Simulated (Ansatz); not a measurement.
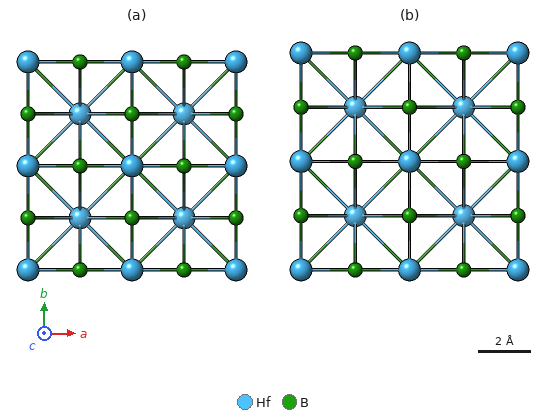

The structure of crystalline Hf₂B₃ (a generated structure, set up in Pm-3m) (coarse preliminary run) before (left) and after (right) a relaxation, at one scale.

The picture is a ball-and-stick view of the cell of the calculation, repeated 2 × 2 × 1 with one cell outlined, seen along the c axis.

All numbers below come from DFT PBE, scalar-relativistic, plane waves, PAW (Ansatz).

Input file:
```yaml
crystal:
  lattice:
    - [4.00255891, 0.0, 0.0]
    - [0.0, 4.00255891, 0.0]
    - [0.0, 0.0, 4.00255891]
  atoms:
    - { symbol: Hf, position: [0.0, 0.0, 0.0] }
    - { symbol: Hf, position: [0.5, 0.5, 0.5] }
    - { symbol: B, position: [0.5, 0.0, 0.0] }
    - { symbol: B, position: [0.0, 0.5, 0.0] }
    - { symbol: B, position: [0.0, 0.0, 0.5] }
basis:
  ecutwfc: 420
kpoints:
  mp_grid: { grid: [4, 4, 4] }
hamiltonian:
  xc: pbe
scf:
  occupations: { method: gaussian, width: 0.1 }
  lower_state_search: "off"
output:
  forces: true
  stress: true
  eigenvalues: true
relax:
  adjacent_minimum: "off"
  f_tol: 0.04
  max_steps: 70
  cell: { stress_tol: 0.4 }
```

Launched with:
```bash
ansatz run input.yaml --threads 1 --pin off --max-ram 2048MiB --backend cpu --events-out ev --progress --plain --runs-dir out
```

**Summarise the run.**

No atom moves by more than 0.005 Å relative to the cell. Cell: a = b = c 4.003 → 4.175 Å (+4.3 %). Volume +13.5 %. Some distances before and after: Hf1–Hf2 3.466 → 3.615 Å, Hf2–B3 2.830 → 2.952 Å, Hf1–B3 2.001 → 2.087 Å. The space group stays Pm-3m (No. 221). The energy falls by 93.8 meV per atom in 2 accepted moves (3 points after the start). All forces vanish by symmetry, so only the cell relaxes. Pressure: 18.36 GPa at the start and 0.39 GPa at the end. At 1 point the geometry stayed and the basis and grid were re-selected for the new cell (energy shift of 2.2 meV per atom at most each time). The run took 6.6 s on 1 thread of Intel(R) Xeon(R) Platinum 8375C CPU @ 2.90GHz (Ice Lake) (shared host), peak memory 0.41 GiB.

Limits of the set-up: the k-point mesh is coarse for a cell with partly filled bands.
